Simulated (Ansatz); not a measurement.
# CH5BClN (SMILES CNBCl): B3LYP/6-31G(d) (spherical functions)

What is the energy change on altering one bond length of CH5BClN at B3LYP/6-31G* (spherical functions)? 

Program for the calculation: Ansatz 0.2.0.

128 further runs of the same task are left out: 128 set aside as unsound or not needed.

## 1. Starting point

CH5BClN has 9 atoms, charge 0, and is taken as a singlet. SMILES: `CNBCl`. The coordinates come from a PBE0-D4/def2-TZVP relaxation. This is one conformer, not always the lowest.

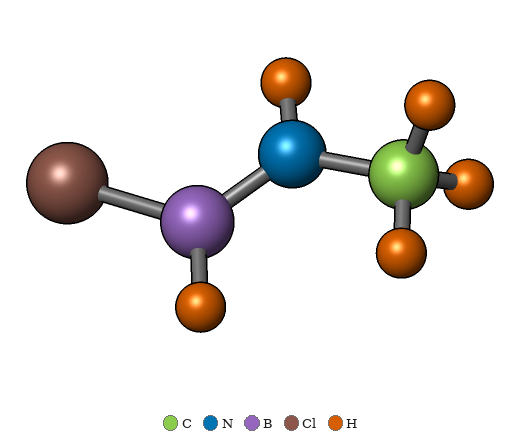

The structure, seen from a chosen angle (carbon green, nitrogen blue, boron purple, chlorine brown, hydrogen orange).

## 2. A single-point energy at B3LYP/6-31G(d) (spherical functions)

Contents of molecule.yaml:

```yaml
basis:
  gaussian:
    orbitals: 6-31G_st_-spherical.json
crystal:
  periodic: [false, false, false]
  atoms:
    - {symbol: C, position_ang: [0.510100, 0.482100, -0.973400]}
    - {symbol: N, position_ang: [-0.407900, -0.226000, -0.111700]}
    - {symbol: B, position_ang: [-0.261100, -0.415200, 1.248200]}
    - {symbol: Cl, position_ang: [-1.495300, -1.314500, 2.144800]}
    - {symbol: H, position_ang: [0.907000, -0.170400, -1.756500]}
    - {symbol: H, position_ang: [0.027900, 1.338900, -1.452800]}
    - {symbol: H, position_ang: [1.346700, 0.849900, -0.380000]}
    - {symbol: H, position_ang: [-1.220500, -0.605500, -0.573900]}
    - {symbol: H, position_ang: [0.681600, 0.014200, 1.838200]}
hamiltonian:
  xc: {name: B3LYP}
accuracy: high
output:
  orbitals: {seedname: orbitals}
```

The basis set 6-31G* is read from a file made from the Basis Set Exchange's data (not shown).

The run is started by

```bash
$ ansatz run molecule.yaml --threads 1 --pin off --max-ram 3480MiB --events-out events.jsonl --progress --plain --runs-dir runs
```

Output:

```text
Warning: RAYON_NUM_THREADS=1 ignored (pool sized by the plan → 1); use --threads N
Functional definition: B3LYP
  name "B3LYP"
  parameter a0 = 0.2
  parameter ax = 0.72
  parameter ac = 0.81
  exchange = (1 - a0 - ax)*slater_x + ax*b88_x + a0*exact_x
  correlation = (1 - ac)*vwn_rpa_c + ac*lyp_c
1654 factors; integrals over basis functions are off by at most 4.4e-9 eV
mean field evaluation 1: about -15804.4290 eV, gradient 4.8e1 eV
mean field evaluation 2: about -15797.6424 eV, gradient 7.2e1 eV
mean field evaluation 4: about -15809.4357 eV, gradient 2.3e0 eV
mean field evaluation 8: about -15809.6351 eV, gradient 2.4e-1 eV
mean field evaluation 16: about -15809.6353 eV, gradient 1.4e-5 eV
mean field -15809.63529471 eV, -580.9933809249 hartree, gradient 7.0e-8 eV, S^2 0.000000; 0 other end points of the search recorded, 0 dependent functions left out
reference -15809.63533102 eV, -580.9933822591 hartree; 20, 20 occupied and 50, 50 virtual orbitals, 1654 factors
Total energy: -15809.63533102 eV, -580.9933822591 hartree
```

Run time: 5.4 s. Hardware: 1 thread of Arm Neoverse V2, shared host; peak memory 0.2 GiB.

## 3. The distorted shape at the same level

Contents of input.yaml:

```yaml
crystal:
  periodic: [false, false, false]
  atoms:
    - {symbol: C, position_ang: [0.488085, 0.510473, -1.177338]}
    - {symbol: "N", position_ang: [-0.429915, -0.197627, -0.315638]}
    - {symbol: B, position_ang: [-0.261100, -0.415200, 1.248200]}
    - {symbol: Cl, position_ang: [-1.495300, -1.314500, 2.144800]}
    - {symbol: H, position_ang: [0.884985, -0.142027, -1.960438]}
    - {symbol: H, position_ang: [0.005885, 1.367273, -1.656738]}
    - {symbol: H, position_ang: [1.324685, 0.878273, -0.583938]}
    - {symbol: H, position_ang: [-1.242515, -0.577127, -0.777838]}
    - {symbol: H, position_ang: [0.681600, 0.014200, 1.838200]}
basis:
  gaussian:
    orbitals: 6-31G_st_-spherical.json
hamiltonian:
  xc: {name: B3LYP}
accuracy: high
output:
  orbitals: {seedname: orbitals}
```

The basis set 6-31G* is read from a file made from the Basis Set Exchange's data (not shown).

The run is started by

```bash
$ ansatz run input.yaml --threads 1 --pin off --max-ram 3480MiB --events-out events.jsonl --progress --plain --runs-dir runs
```

Output, cut to the lines that bear on the results:

```text
Warning: RAYON_NUM_THREADS=1 ignored (pool sized by the plan → 1); use --threads N
[... 7 set-up lines as earlier in the session ...]
1650 factors; integrals over basis functions are off by at most 3.9e-9 eV
mean field evaluation 1: about -15803.5410 eV, gradient 4.9e1 eV
mean field evaluation 2: about -15788.5368 eV, gradient 9.0e1 eV
mean field evaluation 4: about -15808.8131 eV, gradient 3.4e0 eV
mean field evaluation 8: about -15809.0216 eV, gradient 2.4e-1 eV
mean field evaluation 16: about -15809.0218 eV, gradient 5.3e-5 eV
mean field -15809.02180709 eV, -580.9708356708 hartree, gradient 6.5e-8 eV, S^2 0.000000; 0 other end points of the search recorded, 0 dependent functions left out
reference -15809.02184427 eV, -580.9708370372 hartree; 20, 20 occupied and 50, 50 virtual orbitals, 1650 factors
Total energy: -15809.02184427 eV, -580.9708370372 hartree
```

Run time: 5.1 s. Hardware: 1 thread of Arm Neoverse V2, shared host; peak memory 0.21 GiB.

## 4. What came out

Level: B3LYP/6-31G* (spherical functions).

| quantity | value |
| --- | --- |
| first shape: total energy | -580.99338 Eh |
| first shape: HOMO energy | -7.37 eV |
| first shape: LUMO energy | 0.51 eV |
| first shape: HOMO–LUMO gap | 7.88 eV |
| distorted shape: total energy | -580.97084 Eh |
| distorted shape: HOMO energy | -6.75 eV |
| distorted shape: LUMO energy | -0.31 eV |
| distorted shape: HOMO–LUMO gap | 6.45 eV |
| energy change with the N2–B3 bond stretched from 1.381 to 1.588 Å | 0.613 eV |

With the N2–B3 bond stretched from 1.381 to 1.588 Å the energy rises by 0.61 eV (14.1 kcal/mol). The first shape isn't relaxed at this level, so the change isn't measured from a minimum.
